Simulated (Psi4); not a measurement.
# GeH3Br (SMILES [GeH3][Br]): a chain of runs

Wanted: a structure relaxation (HF-3c/MINIX), then vibrational wavenumbers (HF-3c/MINIX), then the energy (CCSD(T)/cc-pVDZ) of GeH3Br. 

The results are computed with Psi4 1.11.

## 1. The molecule

The species is GeH3Br (5 atoms), meant as a singlet with charge 0. SMILES: `[GeH3][Br]`. The coordinates come from a PBE0-D4/def2-TZVP relaxation. The run starts from this shape.

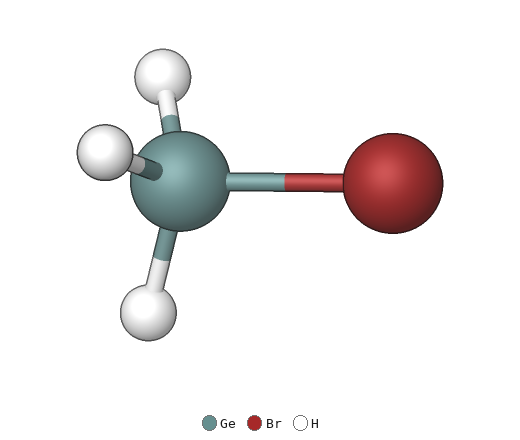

The structure, seen from a chosen angle (germanium teal, bromine red, hydrogen white).

## 2. A geometry optimisation at HF-3c/MINIX (density fitting) (run 1)

Contents of calc.inp:

```
memory 1600 MB

molecule molecule1 {
  0 1
  Ge     0.139040     0.013690    -0.129150
  Br    -1.548450    -0.152490     1.438270
  H      0.128210     1.452190    -0.655100
  H     -0.172230    -0.995930    -1.238090
  H      1.453450    -0.317450     0.584070
  symmetry c1
}

set geom_maxiter 60

optimize('hf-3c')
```

On the command line:

```
$ psi4 -n 1 calc.inp calc.out
```

calc.out:

```text
[...]
  Running in c1 symmetry.
[...]
  Nuclear repulsion =  308.239791612824945
[...]
  Multiplicity = 1
[...]
  Nalpha       = 35
  Nbeta        = 35
[...]
    Number of basis functions: 67
[...]
   @DF-RHF iter   1: -4647.79816304385713   -5.20433e+00   3.39867e-02 ADIIS/DIIS
[...]
   @DF-RHF iter   7: -4648.97601953753201    1.27329e-11   2.74939e-09 DIIS
[...]
    Orbital Energies [Eh]
    ---------------------
    Doubly Occupied:
       1A   -489.950784     2A   -405.229022     3A    -65.119440
       4A    -58.491184     5A    -58.490089     6A    -58.490089
       7A    -52.158177     8A    -46.259725     9A    -46.258571
      10A    -46.258571    11A     -9.810643    12A     -7.425796
      13A     -7.419216    14A     -7.419216    15A     -7.216591
      16A     -5.196359    17A     -5.193244    18A     -5.193244
      19A     -3.167652    20A     -3.164922    21A     -3.164922
      22A     -3.157995    23A     -3.157995    24A     -1.670631
      25A     -1.668241    26A     -1.668241    27A     -1.663362
      28A     -1.663362    29A     -0.990970    30A     -0.734453
      31A     -0.509184    32A     -0.509184    33A     -0.464395
      34A     -0.401786    35A     -0.401786
[...]
  @DF-RHF Final Energy: -4648.97601953753201
   => Energetics <=
    Nuclear Repulsion Energy =            306.4805305551827814
    One-Electron Energy =               -7091.4222648979884980
    Two-Electron Energy =                2135.9720903461825401
    Total Energy =                      -4648.9760195375311014
[...]
 Multipole Moments:
 ------------------------------------------------------------------------------------
     Multipole            Electronic (a.u.)      Nuclear  (a.u.)        Total (a.u.)
 ------------------------------------------------------------------------------------
 L = 1.  Multiply by 2.5417464519 to convert [e a0] to [Debye]
 Dipole X            :         -1.6447995            2.4177781            0.7729786
 Dipole Y            :         -0.1619735            0.2380931            0.0761196
 Dipole Z            :          1.5277545           -2.2457283           -0.7179737
 Magnitude           :                                                    1.0577223
[...]
  -Total Gradient:
     Atom            X                  Y                   Z
    ------   -----------------  -----------------  -----------------
       1       -0.000054030831    -0.000005321760     0.000050144192
       2       -0.000033344613    -0.000003251842     0.000030976651
       3        0.000031894120    -0.000008625021    -0.000025219450
       4        0.000034400804     0.000011366886    -0.000020498224
       5        0.000021080273     0.000005831744    -0.000035402924
[...]
    Final optimized geometry and variables:
    Molecular point group: c1
    Full point group: C1
    Geometry (in Angstrom), charge = 0, multiplicity = 1:
    GE           0.854706880500     0.084167985640    -0.793885984608
    BR          -0.845599716507    -0.083271154513     0.785426875732
    H            0.834290409806     1.517658789063    -1.309429660833
    H            0.534708319513    -0.923558482803    -1.890784550042
    H            2.155804228759    -0.246991984147    -0.073763159652
    Psi4 run time: 0:00:09.16
[...]
```

On the terminal:

```text
Optimizer: Optimization complete!
```

Run time: 11 s. Hardware: 1 thread of AMD EPYC 7B13 (Zen 3), shared host; peak memory 0.27 GiB.

Steps, from the record of the run:

| step | energy from the first frame kept (eV) | largest force (eV/Å) |
| --- | --- | --- |
| 0 | 0.0000 | 0.4317 |
| 1 | -0.0037 | 0.0557 |
| 2 | -0.0042 | 0.0424 |
| 3 | -0.0043 | 0.0038 |

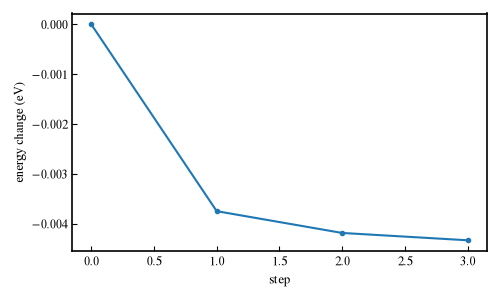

Energy along the run.

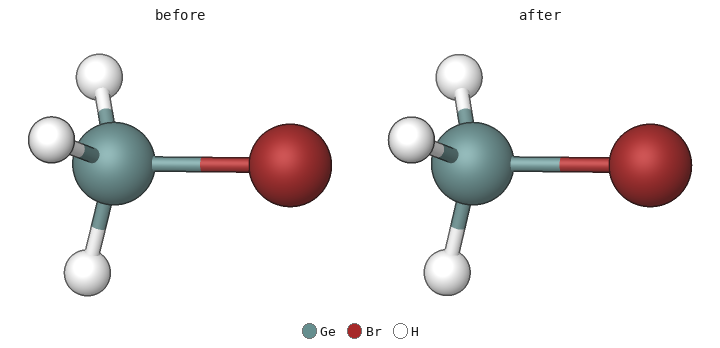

Before and after, at one scale.

After the run. Bond lengths: Ge1–Br2 2.327 Å, Ge1–H3 1.524 Å, Ge1–H4 1.524 Å, Ge1–H5 1.524 Å. Angles: Br2–Ge1–H3 106.7°, Br2–Ge1–H4 106.7°, Br2–Ge1–H5 106.7°, H3–Ge1–H4 112.1°, H3–Ge1–H5 112.1°, H4–Ge1–H5 112.1°.

## 3. Vibrational wavenumbers at HF-3c/MINIX (run 2)

Contents of brgeh3.in:

```
memory 1.6 GB

molecule {
  0 1
  Ge     0.145734     0.014348    -0.135362
  Br    -1.554573    -0.153091     1.443951
  H      0.125317     1.447839    -0.650905
  H     -0.174265    -0.993379    -1.232260
  H      1.446831    -0.316812     0.584761
  units angstrom
}

set {
  t 400.0
  rotational_symmetry_number 3
  scf_type pk
}

freq('hf-3c')
```

On the command line:

```
$ psi4 brgeh3.in brgeh3.out -n 1
```

brgeh3.out:

```text
[...]
  Running in c1 symmetry.
[...]
  Nuclear repulsion =  306.480491538023671
[...]
  Multiplicity = 1
[...]
  Nalpha       = 35
  Nbeta        = 35
[...]
    Number of basis functions: 67
[...]
   @RHF iter   1: -4647.80291178458901   -5.21684e+00   3.39680e-02 DIIS/ADIIS
[...]
  -Total Gradient:
     Atom            X                  Y                   Z
    ------   -----------------  -----------------  -----------------
       1       -0.000067163507    -0.000006608873     0.000062430124
       2       -0.000036626143    -0.000003568902     0.000034011743
       3        0.000035627319    -0.000000845377    -0.000031417423
       4        0.000036589430     0.000006508810    -0.000029721793
       5        0.000031572911     0.000004514327    -0.000035302620
[...]
   @RHF iter  11: -4648.97612091431984    6.36646e-12   4.45742e-09 DIIS
[...]
    Orbital Energies [Eh]
    ---------------------
    Doubly Occupied:
       1A   -489.950772     2A   -405.229007     3A    -65.119437
       4A    -58.491180     5A    -58.490084     6A    -58.490084
       7A    -52.158169     8A    -46.259720     9A    -46.258566
      10A    -46.258566    11A     -9.810641    12A     -7.425794
      13A     -7.419214    14A     -7.419214    15A     -7.216586
      16A     -5.196356    17A     -5.193241    18A     -5.193241
      19A     -3.167650    20A     -3.164920    21A     -3.164920
      22A     -3.157994    23A     -3.157994    24A     -1.670629
      25A     -1.668240    26A     -1.668240    27A     -1.663360
      28A     -1.663360    29A     -0.990969    30A     -0.734450
      31A     -0.509183    32A     -0.509183    33A     -0.464394
      34A     -0.401785    35A     -0.401785
[...]
  @RHF Final Energy: -4648.97612091431984
   => Energetics <=
    Nuclear Repulsion Energy =            306.4804915380236707
    One-Electron Energy =               -7091.4226261720405091
    Two-Electron Energy =                2135.9723892595966390
    Total Energy =                      -4648.9761209143198357
[...]
 Multipole Moments:
 ------------------------------------------------------------------------------------
     Multipole            Electronic (a.u.)      Nuclear  (a.u.)        Total (a.u.)
 ------------------------------------------------------------------------------------
 L = 1.  Multiply by 2.5417464519 to convert [e a0] to [Debye]
 Dipole X            :         -1.6447823            2.4177770            0.7729948
 Dipole Y            :         -0.1619715            0.2380926            0.0761212
 Dipole Z            :          1.5277383           -2.2457269           -0.7179887
 Magnitude           :                                                    1.0577443
[...]
  ==> Harmonic Vibrational Analysis <==
[...]
  Freq [cm^-1]                 313.7496            621.3557            621.3564
[...]
  IR activ [km/mol]            32.3605             16.2960             16.2961
[...]
  Freq [cm^-1]                 921.9138            981.4742            981.4746
[...]
  IR activ [km/mol]            227.5380            32.4331             32.4331
[...]
  Freq [cm^-1]                2350.6662           2351.7542           2351.7549
[...]
  IR activ [km/mol]            19.6598             30.8894             30.8895
[...]
  Total E_0, Enthalpy at 0 [K]                                                        -4648.94993224 [Eh]
[...]
  Total H, Enthalpy at  400.00 [K]                                                    -4648.94306836 [Eh]
[...]
  Total G, Gibbs energy at  400.00 [K]                                                -4648.98741994 [Eh]
[...]
```

Standard output:

```text
Warning: used thermodynamics relations inappropriate for low-frequency modes: ['313.7496' '621.3557' '621.3564']
```

Run time: 33 s. Hardware: 1 thread of AMD EPYC 7B13 (Zen 3), shared host; peak memory 0.29 GiB.

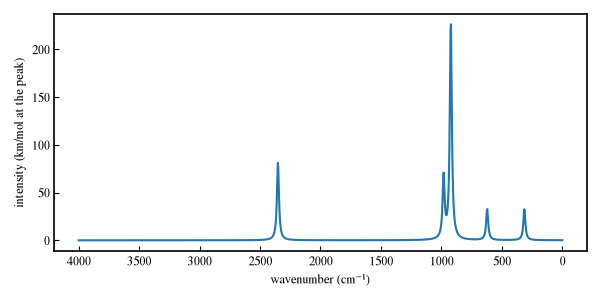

Harmonic infrared spectrum, unscaled, lines broadened by 10 cm⁻¹.

## 4. The energy at CCSD(T)/cc-pVDZ (run 3)

Contents of job.inp:

```
memory 1.6 GB

molecule m {
  Ge
  Br 1 R2
  H 1 R3 2 A3
  H 1 R4 3 A4 2 D4
  H 1 R5 3 A5 4 D5

  R2 = 2.326652
  R3 = 1.523515
  A3 = 106.71531
  R4 = 1.523515
  A4 = 112.08089
  D4 = 116.48104
  R5 = 1.523515
  A5 = 112.08083
  D5 = 127.03795
}

set {
  scf_type    pk
  freeze_core true
}

e, wfn = energy('ccsd(t)/cc-pVDZ', return_wfn=True)
```

On the command line:

```
$ psi4 job.inp job.out -n 1
```

job.out:

```text
[...]
  Running in c1 symmetry.
[...]
  Nuclear repulsion =  306.480484388174546
[...]
  Multiplicity = 1
[...]
  Nalpha       = 35
  Nbeta        = 35
[...]
    Number of basis functions: 69
[...]
   @RHF iter   1: -4648.90141126300568   -5.32178e+00   1.61733e-02 DIIS/ADIIS
[...]
   @RHF iter  10: -4649.50163141151097   -3.72893e-11   7.97529e-09 DIIS
[...]
    Orbital Energies [Eh]
    ---------------------
    Doubly Occupied:
       1A   -490.057603     2A   -405.331192     3A    -65.193950
       4A    -58.550622     5A    -58.549704     6A    -58.549704
       7A    -52.232790     8A    -46.322329     9A    -46.321249
      10A    -46.321249    11A     -9.841350    12A     -7.452896
      13A     -7.446579    14A     -7.446579    15A     -7.250654
      16A     -5.227464    17A     -5.224041    18A     -5.224041
      19A     -3.188860    20A     -3.185915    21A     -3.185915
      22A     -3.178886    23A     -3.178886    24A     -1.695301
      25A     -1.692339    26A     -1.692339    27A     -1.687464
      28A     -1.687464    29A     -0.999740    30A     -0.741107
      31A     -0.511391    32A     -0.511391    33A     -0.469354
      34A     -0.406934    35A     -0.406934
[...]
  @RHF Final Energy: -4649.50163141151097
   => Energetics <=
    Nuclear Repulsion Energy =            306.4804843881745455
    One-Electron Energy =               -7090.0357887981990643
    Two-Electron Energy =                2134.0536729985133206
    Total Energy =                      -4649.5016314115109708
[...]
 Multipole Moments:
 ------------------------------------------------------------------------------------
     Multipole            Electronic (a.u.)      Nuclear  (a.u.)        Total (a.u.)
 ------------------------------------------------------------------------------------
 L = 1.  Multiply by 2.5417464519 to convert [e a0] to [Debye]
 Dipole X            :         -0.0000013            0.0000009           -0.0000004
 Dipole Y            :         -0.0000000            0.0000001            0.0000001
 Dipole Z            :          2.3661086           -3.3084172           -0.9423085
 Magnitude           :                                                    0.9423085
[...]
      * MP2 total energy                      = -4649.750272651697742
[...]
      * CCSD total energy                     = -4649.780996297058664
[...]
      * CCSD(T) total energy                  = -4649.787305242053662
[...]
```

Wall time 49 s (1 thread of AMD EPYC 7B13 (Zen 3), shared host); peak memory 0.42 GiB.

## 5. Outcome

| quantity | value |
| --- | --- |
| run 1, HF-3c/MINIX: total energy at the end | -4648.97602 Eh |
| run 1, HF-3c/MINIX: dipole moment | 2.69 D |
| run 1, HF-3c/MINIX: HOMO energy | -10.93 eV |
| run 1, HF-3c/MINIX: LUMO energy | 3.05 eV |
| run 1, HF-3c/MINIX: HOMO–LUMO gap | 13.98 eV |
| run 2, HF-3c/MINIX: total energy | -4648.97612 Eh |
| run 2, HF-3c/MINIX: lowest harmonic wavenumber | 314 cm⁻¹ |
| run 2, HF-3c/MINIX: highest harmonic wavenumber | 2352 cm⁻¹ |
| run 2, HF-3c/MINIX: zero-point energy | 68.8 kJ/mol |
| run 2, HF-3c/MINIX: ideal-gas entropy at 400 K (symmetry number 3 as used) | 69.6 cal/(mol K) |
| run 3, CCSD(T)/cc-pVDZ: total energy | -4649.78731 Eh |
| run 3, CCSD(T)/cc-pVDZ: HOMO energy (Hartree–Fock orbitals) | -11.07 eV |
| run 3, CCSD(T)/cc-pVDZ: LUMO energy (Hartree–Fock orbitals) | 2.81 eV |
| run 3, CCSD(T)/cc-pVDZ: HOMO–LUMO gap (Hartree–Fock orbitals) | 13.88 eV |
| run 3, CCSD(T)/cc-pVDZ: correlation energy (18 core orbitals frozen) | -285.7 mEh |
| run 3, CCSD(T)/cc-pVDZ: (T) correction | -6.31 mEh |
| run 3, CCSD(T)/cc-pVDZ: T1 diagnostic | 0.006 |

The optimisation (run 1, HF-3c/MINIX) took 4 steps and changed the energy by -0.004 eV. All 9 modes (run 2, HF-3c/MINIX) are real, so the shape is a minimum at this level. The triples (run 3, CCSD(T)/cc-pVDZ) make up 2.2 % of the correlation energy.
